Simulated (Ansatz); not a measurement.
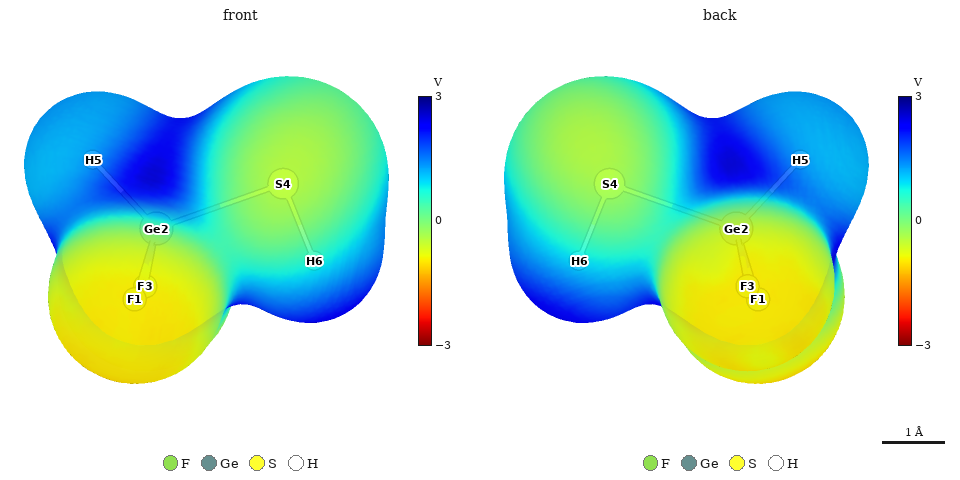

*F$_{2}$GeH$_{2}$S. The molecular electrostatic potential painted on the density surface at 0.004 e/bohr³, seen from the front and from behind; the colour scale runs from red (negative) to blue (positive).*

Level of theory: RKS PBE/def2-SVP in Ansatz.

```xyz
6

F     1.7557   -0.0461   -0.5670
Ge    0.1748   -0.5115    0.0173
F    -0.6927   -0.8583   -1.4606
S    -0.7833    1.1659    1.0952
H     0.2927   -1.7909    0.8678
H    -0.7051    1.9769    0.0011
```

Question: Where is the surface potential most negative and most positive?

Answer: The most negative region (about −1.0 V) lies over F1 and F3, the most positive (about +2.5 V) over Ge2.
